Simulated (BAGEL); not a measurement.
# PBE0/6-31G(d) (density fitting with qzvpp-jkfit, spherical functions) run of CH5GaO (SMILES [CH3][GaH][OH])

What is the energy change on altering one bond length of CH5GaO at PBE0/6-31G* (density fitting with qzvpp-jkfit, spherical functions)? 

The results are computed with BAGEL 1.2.2.

2 further runs of the same task are left out: 1 that didn't finish, 1 set aside as unsound or not needed. Runs told in other sessions of the task aren't counted.

## Step 1: The molecule

CH5GaO has 8 atoms, charge 0, and is taken as a singlet. SMILES: `[CH3][GaH][OH]`. Geometry: a GFN2-xTB relaxation, a rough one for these elements and not checked as a minimum. This is one conformer, not always the lowest.

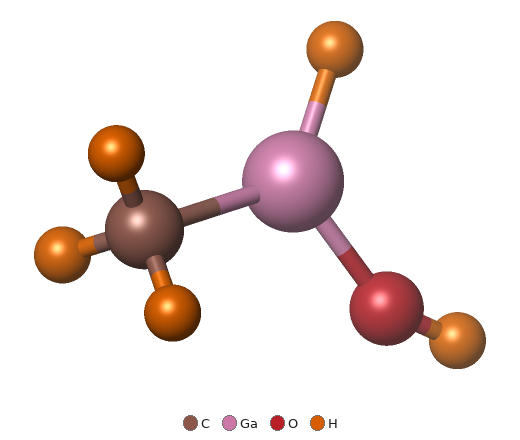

The structure, seen from a chosen angle (carbon brown, gallium pink, oxygen red, hydrogen orange).

## Step 2: A single-point energy at PBE0/6-31G(d) (density fitting with qzvpp-jkfit, spherical functions)

input.json reads:

```json
{ "bagel" : [

{
  "title" : "molecule",
  "basis" : "6-31gs.json",
  "df_basis" : "qzvpp-jkfit",
  "angstrom" : true,
  "geometry" : [
    { "atom" : "C", "xyz" : [      -0.795440,       0.943740,      -0.418960 ] },
    { "atom" : "Ga", "xyz" : [       0.781230,      -0.258110,      -0.029210 ] },
    { "atom" : "O", "xyz" : [       0.386530,      -1.586970,       0.981740 ] },
    { "atom" : "H", "xyz" : [      -0.506800,       1.982800,      -0.576170 ] },
    { "atom" : "H", "xyz" : [      -1.474040,       0.876310,       0.433320 ] },
    { "atom" : "H", "xyz" : [      -1.324680,       0.597280,      -1.308140 ] },
    { "atom" : "H", "xyz" : [       2.271490,      -0.167390,      -0.499100 ] },
    { "atom" : "H", "xyz" : [       0.661710,      -2.387640,       1.416530 ] }
  ]
},

{
  "title" : "ks",
  "xc_func" : "pbe0"
},

{
  "title" : "print",
  "file" : "orbitals.molden",
  "orbitals" : true
}

]}
```

The basis set 6-31G* is read from a file made from the Basis Set Exchange's data (not shown).

The run is started by

```sh
$ BAGEL_NUM_THREADS=1 BAGEL input.json > input.out
```

The log of the run:

```text
* using 1 threads per process

  ===============================================================
  ===============================================================

  *** Geometry ***

  { "atom" : "C", "xyz" : [     -1.503164,      1.783410,     -0.791720 ] },
  { "atom" : "Ga", "xyz" : [      1.476311,     -0.487757,     -0.055199 ] },
  { "atom" : "O", "xyz" : [      0.730436,     -2.998939,      1.855220 ] },
  { "atom" : "H", "xyz" : [     -0.957713,      3.746949,     -1.088804 ] },
  { "atom" : "H", "xyz" : [     -2.785532,      1.655986,      0.818856 ] },
  { "atom" : "H", "xyz" : [     -2.503282,      1.128696,     -2.472026 ] },
  { "atom" : "H", "xyz" : [      4.292494,     -0.316321,     -0.943162 ] },
  { "atom" : "H", "xyz" : [      1.250451,     -4.511986,      2.676854 ] },

  Number of auxiliary basis functions:      508

  Since a DF basis is specified, we compute 2- and 3-index integrals:
    o Being stored without compression. Storage requirement is 0.020 GB

  Number of basis functions:       70
  Number of electrons      :       50

    * METHOD: MOLECULE                             0.45

  *** Kohn-Sham DFT ***

    * Removing 13117 points whose weight is below 1.00e-10
    * Grid points: 106131

  === Nuclear Repulsion ===
   190.9441355897

       - DIIS with orbital gradients will be used.

  === KS iteration (pbe0 / 6-31gs.json) ===
      0      -1966.95209677          0.11186147           0.49
      1      -1774.54126295          0.23909005           0.46
      2      -1926.47302041          0.11408597           0.46
      3      -1955.00584533          0.22596304           0.46
      4      -1961.23944225          0.18707348           0.46
      5      -1969.66203550          0.17692879           0.46
      6      -1965.98186214          0.18531123           0.47
      7      -1963.22994143          0.17929887           0.46
      8      -1961.75901376          0.16200361           0.46
      9      -2033.68573535          0.11250706           0.46
     10      -2032.58228131          0.09898718           0.46
     11      -2039.73147816          0.05009942           0.46
     12      -2040.41522408          0.01904414           0.46
     13      -2040.46551623          0.01294082           0.46
     14      -2040.48675239          0.01013515           0.46
     15      -2040.52078718          0.00310068           0.46
     16      -2040.52423989          0.00036509           0.46
     17      -2040.52428525          0.00003253           0.46
     18      -2040.52428573          0.00000929           0.46
     19      -2040.52428577          0.00000494           0.46
     20      -2040.52428577          0.00000374           0.46
     21      -2040.52428577          0.00000099           0.46
     22      -2040.52428577          0.00000017           0.46
     23      -2040.52428577          0.00000011           0.47
     24      -2040.52428577          0.00000003           0.46
     25      -2040.52428577          0.00000000           0.47
    * SCF iteration converged.

    * Permanent dipole moment:
           (   -0.102090,     0.086316,    -0.002611) a.u.

    * METHOD: KS                                  12.76

    * METHOD: PRINT                                0.02

  ===============================================================
```

It took 14 s on 1 thread of Arm Neoverse N1, shared host; peak memory 0.39 GiB.

## Step 3: The distorted shape at the same level

dft.json reads:

```json
{ "bagel": [

{
  "title": "molecule",
  "basis": "6-31gs.json",
  "df_basis": "qzvpp-jkfit",
  "angstrom": true,
  "geometry": [
    { "atom": "C", "xyz": [   -2.056762,    1.905209,   -0.730756 ] },
    { "atom": "Ga", "xyz": [    0.781230,   -0.258110,   -0.029210 ] },
    { "atom": "O", "xyz": [    0.386530,   -1.586970,    0.981740 ] },
    { "atom": "H", "xyz": [   -1.768122,    2.944269,   -0.887966 ] },
    { "atom": "H", "xyz": [   -2.735362,    1.837779,    0.121524 ] },
    { "atom": "H", "xyz": [   -2.586002,    1.558749,   -1.619936 ] },
    { "atom": "H", "xyz": [    2.271490,   -0.167390,   -0.499100 ] },
    { "atom": "H", "xyz": [    0.661710,   -2.387640,    1.416530 ] }
  ]
},
{ "title": "ks", "xc_func": "pbe0" },
{ "title": "print", "file": "orbitals.molden", "orbitals": true }

]}
```

The basis set 6-31G* is read from a file made from the Basis Set Exchange's data (not shown).

The run is started by

```sh
$ BAGEL_NUM_THREADS=1 BAGEL dft.json > dft.out
```

The log of the run:

```text
* using 1 threads per process

  ===============================================================
  ===============================================================

  *** Geometry ***

  { "atom" : "C", "xyz" : [     -3.886717,      3.600323,     -1.380929 ] },
  { "atom" : "Ga", "xyz" : [      1.476311,     -0.487757,     -0.055199 ] },
  { "atom" : "O", "xyz" : [      0.730436,     -2.998939,      1.855220 ] },
  { "atom" : "H", "xyz" : [     -3.341266,      5.563862,     -1.678013 ] },
  { "atom" : "H", "xyz" : [     -5.169085,      3.472899,      0.229647 ] },
  { "atom" : "H", "xyz" : [     -4.886836,      2.945609,     -3.061235 ] },
  { "atom" : "H", "xyz" : [      4.292494,     -0.316321,     -0.943162 ] },
  { "atom" : "H", "xyz" : [      1.250451,     -4.511986,      2.676854 ] },

  Number of auxiliary basis functions:      508

  Since a DF basis is specified, we compute 2- and 3-index integrals:
    o Being stored without compression. Storage requirement is 0.020 GB

  Number of basis functions:       70
  Number of electrons      :       50

    * METHOD: MOLECULE                             0.43

  *** Kohn-Sham DFT ***

    * Removing 11397 points whose weight is below 1.00e-10
    * Grid points: 107851

  === Nuclear Repulsion ===
   157.9032830179

       - DIIS with orbital gradients will be used.

  === KS iteration (pbe0 / 6-31gs.json) ===
      0      -1964.80383786          0.11476352           0.50
      1      -1655.29403979          0.18397928           0.47
      2      -1927.52607816          0.13141048           0.47
      3      -2020.03088814          0.11264740           0.47
      4      -2018.00770692          0.11702416           0.47
      5      -2032.21810275          0.17856182           0.47
      6      -2039.23216099          0.05129720           0.47
      7      -2019.38550286          0.18267323           0.47
      8      -2037.73306860          0.07976382           0.47
      9      -2031.90624714          0.06039712           0.47
     10      -2030.82417040          0.08104476           0.47
     11      -2030.98855366          0.08027356           0.47
     12      -2035.93440993          0.05704002           0.47
     13      -2040.21499047          0.01266051           0.47
     14      -2040.33833563          0.00974612           0.47
     15      -2040.31876333          0.01041932           0.47
     16      -2040.37404619          0.00364653           0.47
     17      -2040.38113252          0.00155255           0.47
     18      -2040.38179308          0.00098582           0.47
     19      -2040.38236280          0.00010755           0.47
     20      -2040.38236952          0.00002231           0.48
     21      -2040.38236966          0.00000791           0.47
     22      -2040.38236968          0.00000199           0.48
     23      -2040.38236968          0.00000039           0.49
     24      -2040.38236968          0.00000011           0.48
     25      -2040.38236968          0.00000012           0.47
     26      -2040.38236968          0.00000003           0.47
     27      -2040.38236968          0.00000000           0.47
    * SCF iteration converged.

    * Permanent dipole moment:
           (   -0.464293,     0.367944,    -0.095935) a.u.

    * METHOD: KS                                  13.92

    * METHOD: PRINT                                0.02

  ===============================================================
```

Wall time 15 s (1 thread of Arm Neoverse N1, shared host); peak memory 0.4 GiB.

## Step 4: Results

At PBE0/6-31G* (density fitting with qzvpp-jkfit, spherical functions):

| quantity | value |
| --- | --- |
| first shape: total energy | -2040.52429 Eh |
| first shape: dipole moment | 0.34 D |
| first shape: HOMO energy | -7.44 eV |
| first shape: LUMO energy | -0.42 eV |
| first shape: HOMO–LUMO gap | 7.02 eV |
| distorted shape: total energy | -2040.38237 Eh |
| distorted shape: dipole moment | 1.53 D |
| distorted shape: HOMO energy | -5.61 eV |
| distorted shape: LUMO energy | -2.83 eV |
| distorted shape: HOMO–LUMO gap | 2.78 eV |
| energy change with the C1–Ga2 bond stretched from 2.020 to 3.637 Å | 3.862 eV |

**Reading.** With the C1–Ga2 bond stretched from 2.020 to 3.637 Å the energy rises by 3.86 eV (89 kcal/mol). The first shape isn't relaxed at this level, so the change isn't measured from a minimum. A restricted reference can't describe the breaking bond well at this length.
